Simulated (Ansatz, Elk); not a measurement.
# MoPS: X-ray structure factors from the self-consistent density

Structure refinements treat a crystal as free atoms side by side. For a made-up structure of MoPS (cell and positions from a r2SCAN relaxation) the runs below show what the calculated density changes in F(hkl).

Main program and level: Elk 11.2.3 (patched build); DFT, PBE, all-electron APW+lo, Dirac cores, scalar-relativistic bands, static density, no spin.

The structure was built from a prototype and need not be the compound's stable phase.

## 1. The starting structure

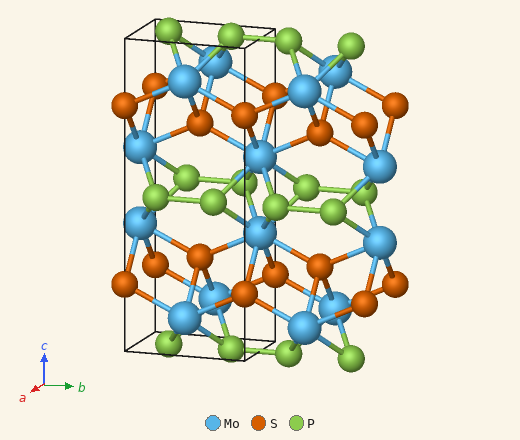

The cell as given, slightly off an axis (molybdenum blue, sulfur orange, phosphorus green). 1×2×1 cells are drawn. This picture shows the conventional cell, with its axes. Some periodic images of atoms are drawn too.

## 2. Ground state and structure factors

An all-electron density is needed, since X-rays see the cores too. Task 0 finds the density and task 195 Fourier-transforms it; tshift is off so that phases refer to the origin typed.

elk.in reads:

```
tasks
  0
  195

xctype
  20

spinpol
  .false.

rgkmax
  7.0

gmaxvr
  14.0

lmaxo
  7

lmaxapw
  8

swidth
  0.002

tshift
  .false.

ramdisk
  .false.

hmaxvr
  5.5

maxscl
  120

epspot
  1e-06

sppath
  './'

avec
  -3.14333081542 4.40264835726 11.09673882038
  3.14333081542 -4.40264835726 11.09673882038
  3.14333081542 4.40264835726 -11.09673882038

atoms
  3
  'Mo.in'
  2
  0.6216011351 0.1216011351 0.5000000000   0.000000 0.000000 0.000000
  0.3783988649 0.8783988649 0.5000000000   0.000000 0.000000 0.000000
  'S.in'
  2
  0.2142991260 0.2142991260 0.0000000000   0.000000 0.000000 0.000000
  0.7857008740 0.7857008740 0.0000000000   0.000000 0.000000 0.000000
  'P.in'
  2
  0.7608016952 0.5000000000 0.2608016952   0.000000 0.000000 0.000000
  0.2391983048 0.5000000000 0.7391983048   0.000000 0.000000 0.000000

ngridk
  8 8 8
```

Started as:

```sh
$ OMP_NUM_THREADS=4 elk
```

Numbers of over 12 decimals in the logs are rounded to 6 here.

The program printed:

```text
┌─────────────────────────┐
│ Elk code version 11.2.3 │
└─────────────────────────┘

All units are atomic (Hartree, Bohr, etc.)

┌─────────────────────────────────────────────────┐
│ Ground-state run starting from atomic densities │
└─────────────────────────────────────────────────┘

Lattice vectors :
  -3.143330815       4.402648357       11.09673882
   3.143330815      -4.402648357       11.09673882
   3.143330815       4.402648357      -11.09673882

Reciprocal lattice vectors :
 -0.2881107254E-16  0.7135688337      0.2831095428
  0.9994470318      0.3017647465E-16  0.2831095428
  0.9994470318      0.7135688337      0.6948952159E-17

Unit cell volume      :    614.2701975
Brillouin zone volume :   0.4038128733

Muffin-tin inner radius fraction :   0.1000000000E-01

Nuclei treated as point charges

Species : 1 (Mo)
 parameters loaded from : Mo.in
 name : molybdenum
 nuclear charge    :   -42.00000000
 electronic charge :    42.00000000
 atomic mass :    174887.9214
 muffin-tin radius :    2.578794097
 number of radial points in muffin-tin :   1193
 inner part over the whole radius :   0.9921232762E-02
 number on inner part of muffin-tin    :    848
 approximate nuclear radius :   0.8334154960E-04
 number of mesh points to nuclear radius :    420
 atomic positions (lattice), magnetic fields (Cartesian) :
  1 :  -0.37839886  0.12160114  0.50000000    0.00000000  0.00000000  0.00000000
  2 :   0.37839886 -0.12160114  0.50000000    0.00000000  0.00000000  0.00000000

Species : 2 (S)
 parameters loaded from : S.in
 name : sulphur
 nuclear charge    :   -16.00000000
 electronic charge :    16.00000000
 atomic mass :    58450.91931
 muffin-tin radius :    2.182056544
 number of radial points in muffin-tin :    793
 inner part over the whole radius :   0.9915029515E-02
 number on inner part of muffin-tin    :    554
 approximate nuclear radius :   0.6195814986E-04
 number of mesh points to nuclear radius :    251
 atomic positions (lattice), magnetic fields (Cartesian) :
  1 :   0.21429913  0.21429913  0.00000000    0.00000000  0.00000000  0.00000000
  2 :  -0.21429913 -0.21429913  0.00000000    0.00000000  0.00000000  0.00000000

Species : 3 (P)
 parameters loaded from : P.in
 name : phosphorus
 nuclear charge    :   -15.00000000
 electronic charge :    15.00000000
 atomic mass :    56461.71230
 muffin-tin radius :    2.081212047
 number of radial points in muffin-tin :    793
 inner part over the whole radius :   0.9962866461E-02
 number on inner part of muffin-tin    :    553
 approximate nuclear radius :   0.6081821256E-04
 number of mesh points to nuclear radius :    249
 atomic positions (lattice), magnetic fields (Cartesian) :
  1 :  -0.23919830  0.50000000  0.26080170    0.00000000  0.00000000  0.00000000
  2 :   0.23919830  0.50000000 -0.26080170    0.00000000  0.00000000  0.00000000

Total number of atoms per unit cell :    6
Total muffin-tin volume :    306.2313527
 ratio of muffin-tin to unit cell volume :   0.4985287482

Spin treatment :
 spin-unpolarised

Number of Bravais lattice symmetries :    8
Number of crystal symmetries         :    8
Crystal has inversion symmetry
Real symmetric eigensolver will be used

k-point grid :      8     8     8
k-point offset :    0.000000000       0.000000000       0.000000000
k-point set is reduced with full crystal symmetry group
Total number of k-points :       95

Muffin-tin radius times maximum |G+k| :    7.000000000
 using average radius
Maximum |G+k| for APW functions       :    3.069249868
Maximum (1/2)|G+k|²                   :    4.710147375
Maximum |G| for potential and density :    14.00000000
Constant for pseudocharge density :    9
 order of it for each species :   16  16  16
 order of it for pair densities of each species (exact exchange by exxq0 0: 17) :   13   8   7
Radial integration step length :    1

G-vector grid sizes :     56    56    56
Number of G-vectors :    28401

Maximum angular momentum used for
 APW functions            :    8
 outer part of muffin-tin :    7
[...]
exchange                    :     -338.19132234978
 correlation                 :     -6.920817
 electron entropic           :    -0.13879251713909E-02
 total energy                :     -9583.8303470022

Density of states at Fermi energy :    105.2524065
 (states/Hartree/unit cell)

Estimated indirect band gap :   0.7344792228E-03
 from k-point 9 to k-point 83
Estimated direct band gap   :   0.1165441219E-02
 at k-point 83

Charges :
 core                        :    96.00000000
 valence                     :    50.00000000
 interstitial                :    10.05829215
 muffin-tins (core leakage)
  species : 1 (Mo)
[...]
species : 2 (S)
[...]
species : 3 (P)
[...]
total in muffin-tins        :    135.9417079
 total calculated charge     :    145.9993050
 total charge                :    146.0000000
 error                       :   0.6949883148E-03

RMS change in Kohn-Sham potential (target) :   0.4180464111     (  0.1000000000E-05)
Absolute change in total energy (target)   :   0.4057398957     (  0.1000000000E-03)

[... loops 3 to 16 left out ...]

┌──────────────────┐
│ Loop number : 17 │
└──────────────────┘

Energies :
 Fermi                       :     0.384504
 sum of occupied eigenvalues :     -5631.2490760772
 electron kinetic            :      9885.4196357109
 core electron kinetic       :      9648.5562856533
 Coulomb                     :     -19121.580214879
 Coulomb potential           :     -15067.113012911
 nuclear-nuclear             :     -1199.3886880315
 electron-nuclear            :     -20806.670285164
 Hartree                     :      2884.4787583167
 Madelung                    :     -11588.023708424
 xc potential                :     -449.55569887758
 exchange                    :     -338.75809192896
 correlation                 :     -6.930828
 electron entropic           :    -0.15561343162013E-02
 total energy                :     -9581.8510556203

Density of states at Fermi energy :    124.2991049
 (states/Hartree/unit cell)

Estimated indirect band gap :   0.4466877754E-03
 from k-point 39 to k-point 21
Estimated direct band gap   :   0.6492674405E-02
 at k-point 7

Charges :
 core                        :    96.00000000
 valence                     :    50.00000000
 interstitial                :    9.586549641
 muffin-tins (core leakage)
  species : 1 (Mo)
[...]
species : 2 (S)
[...]
species : 3 (P)
[...]
total in muffin-tins        :    136.4134504
 total calculated charge     :    145.9994445
 total charge                :    146.0000000
 error                       :   0.5555340946E-03

RMS change in Kohn-Sham potential (target) :   0.1749902689E-06 (  0.1000000000E-05)
Absolute change in total energy (target)   :   0.3034378642E-04 (  0.1000000000E-03)

Convergence targets achieved

┌──────────────────┐
│ Loop number : 18 │
└──────────────────┘

Energies :
 Fermi                       :     0.384504
 sum of occupied eigenvalues :     -5631.2490717648
 electron kinetic            :      9885.4196396393
 core electron kinetic       :      9648.5562882729
 Coulomb                     :     -19121.580215505
 Coulomb potential           :     -15067.113015903
 nuclear-nuclear             :     -1199.3886880315
 electron-nuclear            :     -20806.670283394
 Hartree                     :      2884.4787559206
 Madelung                    :     -11588.023707553
 xc potential                :     -449.55569550128
 exchange                    :     -338.75809200996
 correlation                 :     -6.930828
 electron entropic           :    -0.15561343069946E-02
 total energy                :     -9581.8510523900

Density of states at Fermi energy :    124.2991057
 (states/Hartree/unit cell)

Estimated indirect band gap :   0.4466861810E-03
 from k-point 39 to k-point 21
Estimated direct band gap   :   0.6492669512E-02
 at k-point 7

Charges :
 core                        :    96.00000000
 valence                     :    50.00000000
 interstitial                :    9.586549494
 muffin-tins (core leakage)
  species : 1 (Mo)
[...]
species : 2 (S)
[...]
atom 2                    :    14.49990075     (  0.7879934960E-04)
  species : 3 (P)
   atom 1                    :    13.10268481     (  0.6280756078E-03)
   atom 2                    :    13.10268481     (  0.6280756078E-03)
 total in muffin-tins        :    136.4134505
 total calculated charge     :    145.9994445
 total charge                :    146.0000000
 error                       :   0.5555339888E-03

┌──────────────────────────────┐
│ Self-consistent loop stopped │
└──────────────────────────────┘

Warning : core states of species 3 leak from the muffin-tin :   0.6280756078E-03

Wrote STATE.OUT
```

Wall time 88 s (4 threads of Arm Neoverse V1, shared host); peak memory 0.21 GiB.

SFACRHO.OUT:

```text

h k l indices transformed by vhmat matrix:
   1.000000000       0.000000000       0.000000000    
   0.000000000       1.000000000       0.000000000    
   0.000000000       0.000000000       1.000000000    

      h      k      l  multipl.   |H|            Re(F)            Im(F)           |F|

      0      0      0      1   0.0000000       146.00000     -0.33209441E-16   146.00000    
      1      1     -1      2  0.56621909       4.2436015     -0.19062393E-13   4.2436015    
     -1      0      0      4  0.76767929      -46.821232      -0.0000000       46.821232    
     -1      0      1      4   1.0387711       33.644813      0.32708508E-14   33.644813    
      1      2     -2      4   1.1092969       32.189368      0.85247115E-14   32.189368    
      2      2     -2      2   1.1324382      -31.513802     -0.70324809E-14   31.513802    
      0      0     -1      4   1.2280370      -45.789718      0.38361202E-13   45.789718    
      2      1     -2      4   1.3115843      -78.626706      0.79759249E-13   78.626706    
     -2      0      1      8   1.3522865      -24.210669     -0.21311779E-14   24.210669    
     -1      1     -1      2   1.4271377       65.961935     -0.11987875E-13   65.961935    
      0     -2      2      4   1.5353586      -35.401219     -0.17049423E-13   35.401219    
      2      3     -3      4   1.5852305       68.010826     -0.76722403E-13   68.010826    
     -3     -1      2      8   1.6704763       71.638108      0.63935336E-13   71.638108    
      3      3     -3      2   1.6986573       6.3018653     -0.57466892E-13   6.3018653    
     -3     -2      3      4   1.7328213      -47.377117     -0.98383339E-13   47.377117    
     -1      2     -1      8   1.7651536       65.247090      0.29969689E-13   65.247090    
     -1     -3      3      4   1.8218502      -64.296652     -0.32766860E-13   64.296652    
     -2     -1      0      8   1.9382919      -32.054770      0.15184642E-13   32.054770
```

Elk indexes on the primitive cell of elk.in and gives |H| = 4π sin θ/λ in inverse bohr. Below, one row stands for each form hkl of the conventional cell (m members, Friedel mates merged), F is for one primitive cell and the density is static (no thermal factor). Free-atom factors are Waasmaier and Kirfel's, and R is Σm||F|−|F'||/Σm|F|.

| hkl | m | sin θ/λ (Å⁻¹) | abs F, DFT | neutral atoms | diff. |
| --- | --- | --- | --- | --- | --- |
| 002 | 2 | 0.085 | 4.244 | 4.176 | +0.067 |
| 011 | 4 | 0.115 | 46.821 | 46.814 | +0.007 |
| 101 | 4 | 0.156 | 33.645 | 33.923 | -0.278 |
| 013 | 4 | 0.167 | 32.189 | 32.639 | -0.450 |
| 004 | 2 | 0.170 | 31.514 | 32.224 | -0.710 |
| 110 | 4 | 0.185 | 45.790 | 46.355 | -0.565 |
| 103 | 4 | 0.197 | 78.627 | 78.737 | -0.110 |
| 112 | 8 | 0.203 | 24.211 | 24.068 | +0.143 |
| 020 | 2 | 0.215 | 65.962 | 66.496 | -0.534 |
| 022 | 4 | 0.231 | 35.401 | 35.121 | +0.281 |
| 015 | 4 | 0.238 | 68.011 | 68.278 | -0.268 |
| 114 | 8 | 0.251 | 71.638 | 72.136 | -0.498 |
| 006 | 2 | 0.255 | 6.302 | 6.333 | -0.031 |
| 105 | 4 | 0.261 | 47.377 | 47.822 | -0.445 |
| 121 | 8 | 0.265 | 65.247 | 65.557 | -0.310 |
| 024 | 4 | 0.274 | 64.297 | 64.864 | -0.568 |
| 123 | 8 | 0.291 | 32.055 | 32.193 | -0.138 |
| 200 | 2 | 0.301 | 91.596 | 92.017 | -0.421 |
| 202 | 4 | 0.312 | 3.244 | 3.312 | -0.069 |
| 116 | 8 | 0.315 | 1.894 | 2.023 | -0.129 |
| 017 | 4 | 0.317 | 49.160 | 49.356 | -0.195 |
| 211 | 8 | 0.322 | 34.569 | 34.679 | -0.109 |

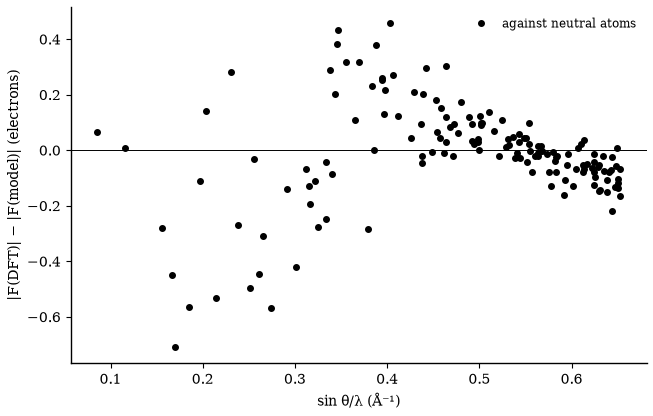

Difference between the calculated structure factors and the independent-atom ones.

## 3. The highest occupied states alone

An energy window below the Fermi level keeps the highest occupied states, to see at which angles they scatter; shallow core shells can lie inside it and anion s states outside. No new self-consistency is needed.

Edit elk.in of step 2 so:

```diff
@@ -1,3 +1,2 @@
 tasks
-  0
   195
@@ -40,2 +39,5 @@
 
+wsfac
+  -0.056490 0.684500
+
 sppath
```

Started as:

```sh
$ OMP_NUM_THREADS=4 elk
```

The program printed:

```text
┌─────────────────────────────────┐
│ Elk code version 11.2.3 started │
└─────────────────────────────────┘

Info(readinput): the functional depends on the density's gradient
 muffin-tin radial points multiplied by    2.00000
 (not where nrmtscf is given)

┌────────────────────┐
│ Current task : 195 │
└────────────────────┘
Info(checkmt): changed muffin-tin radius of species 1 (Mo) from   2.6000 to   2.5788
Info(checkmt): changed muffin-tin radius of species 2 (S) from   2.2000 to   2.1821
Info(checkmt): changed muffin-tin radius of species 3 (P) from   2.2000 to   2.0812

Info(sfacrho): density structure factors written to SFACRHO.OUT

 Energy window :  -0.5649000000E-01  0.6845000000

┌──────────────────┐
│ Elk code stopped │
└──────────────────┘
```

It took 14 s on 4 threads; peak memory 0.17 GiB.

States within 12 eV below the Fermi level hold 27.75 electrons; any levels below the window count with the cores, and a count that is not whole means the window cuts a band. Their amplitudes can exceed the total, where window and core parts have opposite phase:

| hkl | sin θ/λ (Å⁻¹) | abs F, window | abs F, all |
| --- | --- | --- | --- |
| 002 | 0.085 | 0.438 | 4.244 |
| 011 | 0.115 | 3.230 | 46.821 |
| 101 | 0.156 | 1.127 | 33.645 |
| 013 | 0.167 | 0.493 | 32.189 |
| 004 | 0.170 | 0.739 | 31.514 |
| 110 | 0.185 | 0.528 | 45.790 |
| 103 | 0.197 | 4.674 | 78.627 |
| 112 | 0.203 | 2.163 | 24.211 |
| 020 | 0.215 | 2.164 | 65.962 |
| 022 | 0.231 | 2.459 | 35.401 |

## 4. Another functional

The difference from free atoms is small, so it is set against the change that PBEsol makes.

Edit elk.in of step 3 so:

```diff
@@ -1,2 +1,3 @@
 tasks
+  0
   195
@@ -4,3 +5,3 @@
 xctype
-  20
+  22
 
@@ -39,5 +40,2 @@
 
-wsfac
-  -0.056490 0.684500
-
 sppath
```

Started as:

```sh
$ OMP_NUM_THREADS=4 elk
```

The program printed:

```text
┌─────────────────────────┐
│ Elk code version 11.2.3 │
└─────────────────────────┘

All units are atomic (Hartree, Bohr, etc.)

┌─────────────────────────────────────────────────┐
│ Ground-state run starting from atomic densities │
└─────────────────────────────────────────────────┘

Lattice vectors :
  -3.143330815       4.402648357       11.09673882
   3.143330815      -4.402648357       11.09673882
   3.143330815       4.402648357      -11.09673882

Reciprocal lattice vectors :
 -0.2881107254E-16  0.7135688337      0.2831095428
[...]
species : 1 (Mo)
[...]
species : 2 (S)
[...]
species : 3 (P)
   atom 1                    :    13.09066946     (  0.6342170049E-03)
   atom 2                    :    13.09066946     (  0.6342170049E-03)
 total in muffin-tins        :    136.3616175
 total calculated charge     :    145.9994070
 total charge                :    146.0000000
 error                       :   0.5930441283E-03

┌──────────────────────────────┐
│ Self-consistent loop stopped │
└──────────────────────────────┘

Warning : core states of species 3 leak from the muffin-tin :   0.6342170049E-03

Wrote STATE.OUT
[key lines of the parts left out:]
total energy                :     -9575.1610431888
```

The job ended after 79 s (4 threads; peak memory 0.21 GiB).

Against the first run R = 0.03 %; the largest change is -0.047 at 103.

## 5. Basis size

The basis and the expansions that go with it are enlarged, to see whether the differences are converged.

Edit elk.in of step 4 so:

```diff
@@ -5,3 +5,3 @@
 xctype
-  22
+  20
 
@@ -11,12 +11,12 @@
 rgkmax
-  7.0
+  8.5
 
 gmaxvr
-  14.0
+  18.0
 
 lmaxo
-  7
+  9
 
 lmaxapw
-  8
+  10
```

Started as:

```sh
$ OMP_NUM_THREADS=4 elk
```

The program printed:

```text
┌─────────────────────────┐
│ Elk code version 11.2.3 │
└─────────────────────────┘

All units are atomic (Hartree, Bohr, etc.)

┌─────────────────────────────────────────────────┐
│ Ground-state run starting from atomic densities │
└─────────────────────────────────────────────────┘

Lattice vectors :
  -3.143330815       4.402648357       11.09673882
   3.143330815      -4.402648357       11.09673882
   3.143330815       4.402648357      -11.09673882

Reciprocal lattice vectors :
 -0.2881107254E-16  0.7135688337      0.2831095428
[...]
species : 1 (Mo)
[...]
species : 2 (S)
[...]
species : 3 (P)
   atom 1                    :    13.10464793     (  0.6282405670E-03)
   atom 2                    :    13.10464793     (  0.6282405670E-03)
 total in muffin-tins        :    136.4313949
 total calculated charge     :    145.9986643
 total charge                :    146.0000000
 error                       :   0.1335691086E-02

┌──────────────────────────────┐
│ Self-consistent loop stopped │
└──────────────────────────────┘

Warning : core states of species 3 leak from the muffin-tin :   0.6282405670E-03

Wrote STATE.OUT
[key lines of the parts left out:]
total energy                :     -9581.8553585230
```

It took 3.8 min on 4 threads; peak memory 0.42 GiB; 13 min of CPU time.

Against the first run R = 0.01 %; the largest change is +0.008 at 330.

## 6. Settings against the effect

| run | R against the first run (%) | R against neutral atoms, low angle (%) | wall time |
| --- | --- | --- | --- |
| PBE, rgkmax 7 | 0.00 | 0.65 | 88 s |
| PBEsol | 0.03 | 0.66 | 79 s |
| rgkmax 8.5 with larger expansions | 0.01 | 0.65 | 3.8 min |

## 7. Outcome

| Property | Result |
| --- | --- |
| R against neutral atoms, sin θ/λ < 0.3 Å⁻¹ | 0.65 % |
| R against neutral atoms, 0.3 to 0.65 Å⁻¹ | 0.35 % |

What this shows: Independent neutral atoms miss the calculated amplitudes by R = 0.65 % below 0.3 Å⁻¹ and 0.35 % from there to 0.65 Å⁻¹; by shells, 0.08 % below 0.15 Å⁻¹ (2 forms), 0.68 % 0.15 to 0.3 (15 forms), 0.63 % 0.3 to 0.45 (35 forms), 0.24 % above 0.45 (97 forms). Bonding, aspherical density and the tables' own atoms all enter these figures, and the runs don't part them. The largest change of an amplitude is -0.71 electrons, at 004. Weak lines can change much in proportion: 107 goes from 1.46 to 1.21. The window's part falls from 27.8 electrons at the origin to at most 0.27 between 0.45 and 0.65 Å⁻¹. Below 0.3 Å⁻¹ the changes that finished (PBEsol and rgkmax 8.5 with larger expansions) move F by R = 0.04 % at most, against the 0.65 % that separates it from free atoms. The k-mesh has no finished test. These runs have no spin, though d or f shells may be open. Part of the difference isn't bonding: the tables are fits to free atoms and ions calculated by other methods than this functional. Thermal motion, anomalous dispersion and extinction are left out.

[Logs are printed without paths, hosts, clocks, repeated set-up lines and the standing remarks that a program may print on its own settings, such as how far it seeks lower states.]

[Hosts, paths, dates, database ids (printed as entryN), source tags and the programs' standing remarks are cut or masked in the printed files.]
